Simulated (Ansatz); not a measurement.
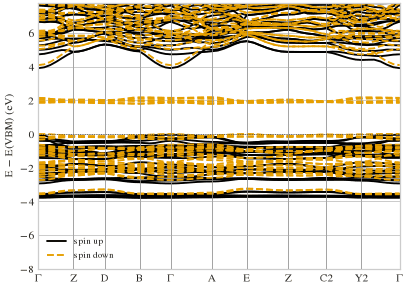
Fig. 1. Band structure from r²SCAN (plane waves, PAW; program Ansatz)

The gap is 1.78 eV; an edge lies off the plotted path or next to a special point (maximum off the standard path, minimum at A).

Q: Which compound is it?
A. K2CoI4, P2_1/m (Pearson symbol mP14)
B. Cd3AsI3, Pm (Pearson symbol mP7)
C. FeTeAs, P2_1/c (Fe on 4e, Te on 4e, As on 4e)
D. AgAuO2, P2_1/c (Ag on 2d, Au on 2a, O on 4e)

A: A, K2CoI4, P2_1/m (Pearson symbol mP14)

The first step of the workflow began from a Materials Project structure, measured or hypothetical; the Crystallography Open Database copy checked does not list it. Its standing as an ambient phase is unchecked. Symmetry was held in the r²SCAN relaxation; its stability against distortions is not shown here. The final state is ferromagnetic, chosen from 2 collinear starts compared on coarse meshes (ties went to the first, and starts can fall back to one state), not a proven ground state. Other orbital occupations within this spin state were not tried. No Hubbard U is applied. Scalar-relativistic: spin–orbit coupling is off unless named, which matters more the heavier the elements.

Potentials: the later of the program's two PAW sets.
